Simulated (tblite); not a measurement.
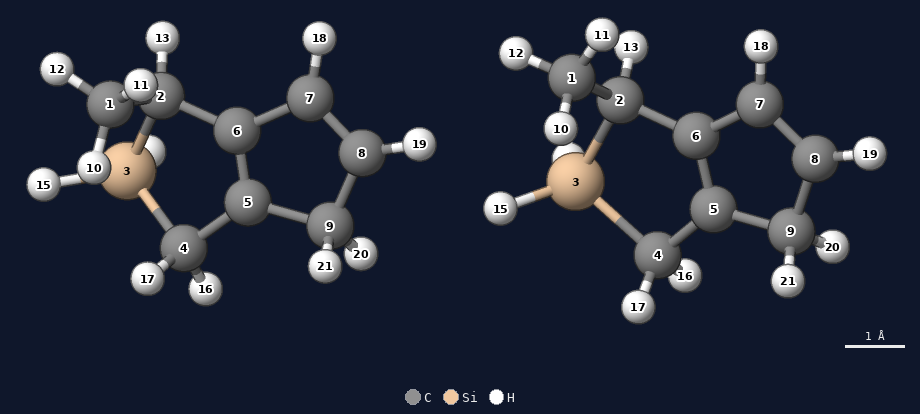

Two geometries of C8H12Si, drawn at one scale. One is the start of a relaxation, the other its converged end. A ball-and-stick model, seen from a free direction.

Method: GFN2-xTB geometry optimisation, gas phase (tblite 0.8.0). 

Which one is relaxed?

Answer. The right one is the relaxed one. After 106 geometry steps the energy has fallen by 89.7 kJ/mol. The largest moves after the best rigid fit, 0.93 Å, are those of H atoms. Largest moves by element: H 0.93 Å, C 0.46 Å, Si 0.32 Å. Some distances before and after: C–Si 1.831 → 1.917 Å, C–C 1.262 → 1.344 Å, C–C 1.504 → 1.449 Å, C–Si 1.871 → 1.924 Å. Among the angles between lasting bonds that change: C–C–Si 106.7° → 114.4°, C–C–H 116.3° → 109.5°, C–C–C 105.1° → 111.1°. Groups turn about C–Si by about 25°, C–C by about 25°, C–Si by about 20°. The run took 1.6 s on 1 thread of Arm Neoverse N1, on a shared host.
